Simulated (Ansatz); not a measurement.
The relaxed structure here is a generated cell of Co: the first start was made by placing the elements on the sites of a structure type, and the end was not matched to a known phase here, so it may be hypothetical. Known forms of Co include space group No. 194.

One stationary structure of Co. Space group Fmmm (No. 69). The numbers are results of r2SCAN (plane waves to 500 eV, PAW, scalar-relativistic; Ansatz, a quantum-chemistry and plane-wave program), not measurements.

```xyz
2
Lattice="0.0000 2.0169 4.3601 1.3010 0.0000 4.3601 1.3010 2.0169 0.0000" Properties=species:S:1:pos:R:3 pbc="T T T"
Co     1.3010     2.0169     1.1738
Co     1.3010     2.0169     7.5463
```

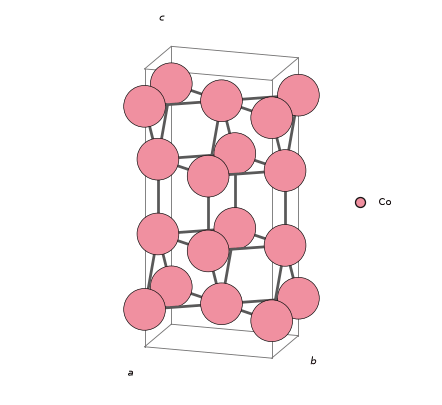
The conventional cell of the relaxed structure

```json
{
  "volume_per_atom": "11.44 Å³",
  "band_gap": "zero (metallic)",
  "magnetic_moment": "net 1.87 μB/atom, ferromagnetic",
  "shortest_distances": "Co–Co 2.35 Å",
  "k-mesh": "19×19×19"
}
```

Spin state reached: ferromagnetic (net 1.87 μB/atom), from parallel starting moments; other spin orders were not run from this start. r2SCAN tends to overstate moments in metals.

The run could not lose the symmetry of its start, so the end can be a saddle point.
